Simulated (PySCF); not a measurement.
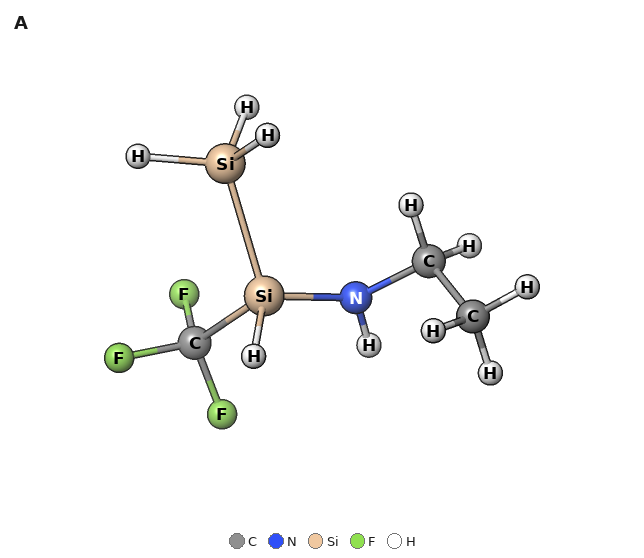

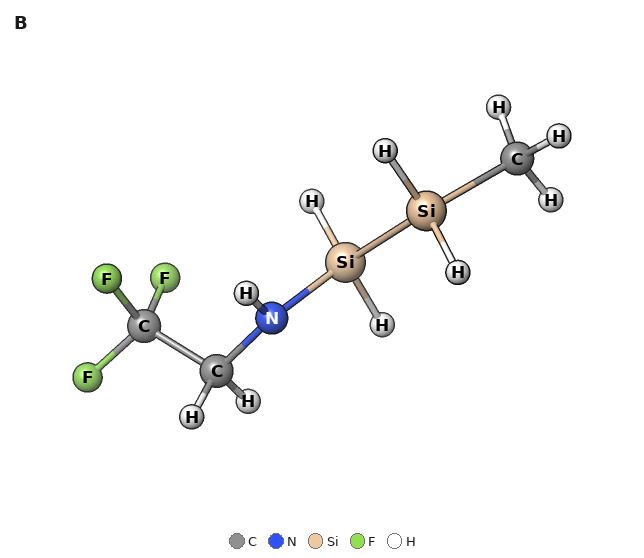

2 stationary structures of one formula. Geometries: GFN2-xTB. Electronic energies: PBE0/pcSseg-1 (PySCF 2.14.0), without zero-point energy. No frequency run is at hand to confirm each as a minimum. Each is one conformer, not always the lowest.

### Are they conformers, stereoisomers or constitutional isomers?

They are constitutional isomers of C3H10F3NSi2: A `CCN[Si@@H]([SiH3])C(F)(F)F`, B `C[SiH2][SiH2]NCC(F)(F)F`.

### Which is lowest in energy, and by how much?

B is lowest; A lies 44.8 kJ/mol above it.

The geometry is semi-empirical. Around Si such bond lengths and angles can be off by a tenth of an ångström or more and by several degrees, and values that hang on the shape move with them.
